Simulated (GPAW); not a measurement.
# Polarising 2H-TaSeTe monolayer with a field along the normal

The dipole of the cell at several fields, atoms fixed. What does the strongest field give, and what length does the slope stand for?

Set-up. GPAW 26.7.0, plane waves (400 eV), PAW setups, PBE, 9×9 mesh, a dipole layer in the vacuum; geometry relaxed without an applied field with GPAW. The cell's area is 11.15 Å², and e/ε0 = 180.95 V Å.

What came out, but for one run:

```
field (V/Å)  dipole (e Å)
       −0.2       −0.0875
       −0.1       −0.0511
      −0.05       −0.0329
       0.05        0.0034
        0.1        0.0216
        0.2        0.0580
        0.3             ?
```

To predict: What is the dipole at 0.3 V/Å?

Worked answer. A line through the 6 points has the slope α = 0.364 e Å per V/Å and the intercept p₀ = −0.0147 e Å (r.m.s. residual 2.4e−05). At 0.3 V/Å it gives p = −0.0147 + 0.364 × 0.3 = 0.0943 e Å; the run gives 0.0945 e Å, so the response stays linear to 0.1 % of the induced part. Dividing by ε0 and the area: α/(ε0 A) = 0.364 × 180.95 / 11.15 = 5.90 Å, against 3.50 Å between the outer nuclei.

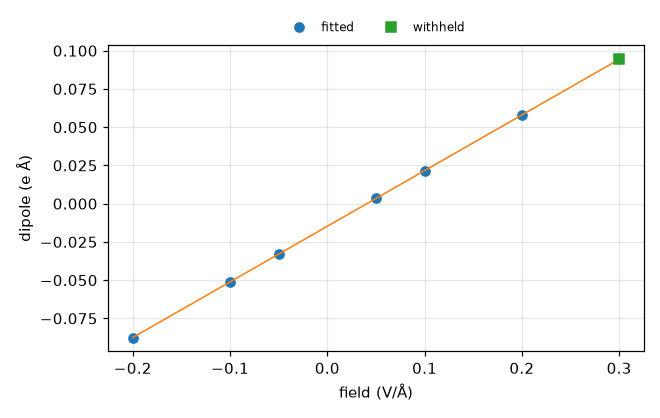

The line and the withheld run.

**Limits.** This is the electronic response alone; ions that move would add to it in polar layers. No run was spin-polarised, so magnetic states weren't tested. Spin-orbit coupling is left out, which matters for the heavier atoms here. Layers with unlike faces were relaxed with their cell in a fully periodic cell without the dipole layer, so their atoms felt a small spurious field.

[Logs are printed without paths, hosts, clocks, repeated set-up lines and the standing remarks that a program may print on its own settings, such as how far it seeks lower states.]
